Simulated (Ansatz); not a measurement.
**wB97X/cc-pVTZ run of NClO (nitrosyl chloride)**

What is the electronic atomisation energy of NClO (nitrosyl chloride) at wB97X/cc-pVTZ? 

The calculation is run with Ansatz 0.2.0.

49 further runs of the same task are left out: 1 that didn't finish, 48 set aside as unsound or not needed.

### Step 1. Starting point

NClO has 3 atoms, charge 0, and is taken as a singlet. As SMILES, `O=NCl`. The shape is that of a PBE0-D4/def2-TZVP optimisation.

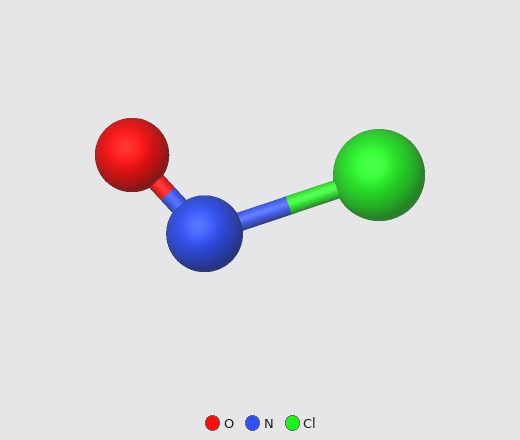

The structure, seen from a chosen angle (oxygen red, nitrogen blue, chlorine green).

### Step 2. A single-point energy at wB97X/cc-pVTZ

input.yaml reads:

```yaml
crystal:
  periodic: [false, false, false]
  atoms:
    - {symbol: O, position_ang: [1.000080, -0.338330, 0.513880]}
    - {symbol: "N", position_ang: [0.052050, -0.599550, -0.035840]}
    - {symbol: Cl, position_ang: [-1.052130, 0.937900, -0.478040]}
basis:
  gaussian:
    orbitals: cc-pVTZ
hamiltonian:
  xc: {name: wB97X}
accuracy: high
output: {orbitals: {seedname: orbitals}}
```

Run with:

```sh
$ ansatz run input.yaml --threads 1 --pin off --max-ram 3480MiB --events-out events.jsonl --progress --plain --runs-dir runs
```

What it wrote:

```text
Warning: RAYON_NUM_THREADS=1 ignored (pool sized by the plan → 1); use --threads N
Functional definition: wB97X
  name "wB97X"
  parameter omega = 0.3/bohr
  parameter cx = 0.157706
  parameter cx1 = 0.726479
  parameter cx2 = 1.04760
  parameter cx3 = -5.70635
  parameter cx4 = 13.2794
  parameter css1 = -4.33879
  parameter css2 = 18.2308
  parameter css3 = -31.7430
  parameter css4 = 17.2901
  parameter cos1 = 2.37031
  parameter cos2 = -11.3995
  parameter cos3 = 6.58405
  parameter cos4 = -3.78132
  exchange = spin_sum(e_x_unif_sr(omega)*poly(b97_u_x, 1 - cx, cx1, cx2, cx3, cx4)) + cx*exact_x_sr(omega)
      + exact_x_lr(omega)
  correlation = spin_sum(e_c_pw_same_spin*poly(b97_u_same, 1, css1, css2, css3, css4))
      + integral(e_c_pw_opposite_spin*poly(b97_u_opposite, 1, cos1, cos2, cos3, cos4))
1489 factors; integrals over basis functions are off by at most 3.4e-9 eV
225 factors; integrals over basis functions are off by at most 1.2e-9 eV
mean field evaluation 1: about -16056.1718 eV, gradient 2.9e1 eV
mean field evaluation 2: about -16055.2454 eV, gradient 4.0e1 eV
mean field evaluation 4: about -16057.8630 eV, gradient 2.7e0 eV
mean field evaluation 8: about -16057.8778 eV, gradient 1.8e-1 eV
mean field evaluation 16: about -16057.8785 eV, gradient 9.4e-5 eV
mean field -16057.87846253 eV, -590.1161490770 hartree, gradient 3.9e-8 eV, S^2 0.000000; 0 other end points of the search recorded, 0 dependent functions left out
reference -16057.87846094 eV, -590.1161490186 hartree; 16, 16 occupied and 78, 78 virtual orbitals, 1489 factors
Total energy: -16057.87846094 eV, -590.1161490186 hartree
```

It took 12 s on 1 thread of Arm Neoverse V2, shared host; peak memory 0.32 GiB.

### Step 3. The Cl atom at the same level

job.yaml reads:

```yaml
crystal:
  periodic: [false, false, false]
  atoms:
    - {symbol: Cl, position_ang: [0.000000, 0.000000, 0.000000]}
basis:
  gaussian: {orbitals: cc-pVTZ}
magnetization: {spin_polarized: true, initial_magnetization: 1}
hamiltonian: {xc: {name: wB97X}}
accuracy: high
```

Run the same way, it converges to -460.15443 Eh (log not shown).

### Step 4. The N atom at the same level

molecule.yaml reads:

```yaml
crystal:
  periodic: [false, false, false]
  atoms:
    - symbol: "N"
      position_ang: [0.000000, 0.000000, 0.000000]
basis:
  gaussian:
    orbitals: cc-pVTZ
magnetization:
  spin_polarized: true
  initial_magnetization: 3
hamiltonian:
  xc: {name: wB97X}
accuracy: high
```

Run the same way, it converges to -54.58939 Eh (log not shown).

### Step 5. The O atom, same level

in.yaml reads:

```yaml
crystal:
  periodic: [false, false, false]
  atoms:
    - {symbol: O, position_ang: [0.000000, 0.000000, 0.000000]}
basis:
  gaussian: {orbitals: cc-pVTZ}
magnetization: {spin_polarized: true, initial_magnetization: 2}
hamiltonian: {xc: {name: wB97X}}
accuracy: high
```

Run the same way, it converges to -75.07244 Eh (log not shown).

### Step 6. What came out

At wB97X/cc-pVTZ:

| quantity | value |
| --- | --- |
| molecule: total energy | -590.11615 Eh |
| molecule: HOMO energy | -10.82 eV |
| molecule: LUMO energy | -1.15 eV |
| molecule: HOMO–LUMO gap | 9.67 eV |
| Cl atom: total energy | -460.15443 Eh |
| Cl atom: ⟨S²⟩ | 0.753 |
| N atom: total energy | -54.58939 Eh |
| N atom: ⟨S²⟩ | 3.756 |
| O atom: total energy | -75.07244 Eh |
| O atom: ⟨S²⟩ | 2.004 |
| electronic atomisation energy | 8.161 eV |

What this shows: Taking the molecule apart into free atoms costs 8.16 eV (188 kcal/mol), before zero-point energy and without spin-orbit coupling.
